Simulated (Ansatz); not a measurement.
## Pb (fcc, Cu type): energy against volume

Pb (fcc, Cu type)

Space group Fm-3m (No. 225); a = b = c = 5.034 Å, α = β = γ = 90.00°

```tsv
atom	site	symmetry	x	y	z
Pb	4a	m-3m	0.0000	0.0000	0.0000
```
(The calculation used a cell of 1 atom; values per cell refer to that cell.)

This relaxed cell (volume V₀) is scaled evenly in all directions, its shape held. Symmetry pins the atoms to their sites.

Method: PBE (plane waves to 420 eV, PAW, scalar-relativistic; Ansatz, a program for electronic structure). k mesh 16×16×16 (Γ-centred), Fermi-Dirac smearing 0.05 eV. The energy includes the smearing's −TS. Stress and pressure are positive under compression. Pb was relaxed with its symmetry unable to fall. Spin-orbit coupling is left out, though Pb is heavy. The PAW data are Ansatz's earlier set. The relaxed volume of Pb is well above the measured one; the method has no dispersion term. ΔE is measured from the relaxed starting cell.

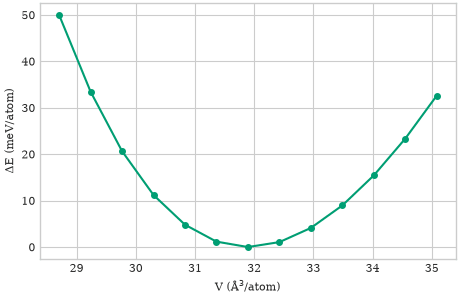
*ΔE (meV/atom) against V (Å³/atom); computed points joined by lines.*

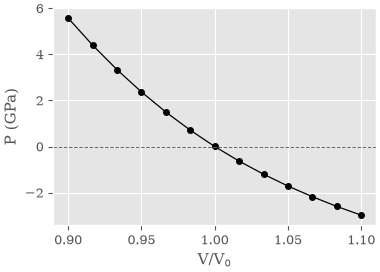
Figure: P (GPa) against V/V₀; one marker a computed point.

The pressure derivative B₀′ (fit) comes out as 5.3. The bulk modulus B₀ (third-order Birch-Murnaghan fit) comes out as 40.1 GPa and the energy cost of the largest compression is 50 meV/atom. The pressure at the smallest volume is 5.6 GPa and the equilibrium volume of the fit is 31.90 Å³/atom.

(A scan under strain: stresses follow from slopes of the energy per volume, elastic moduli from its curvatures.)
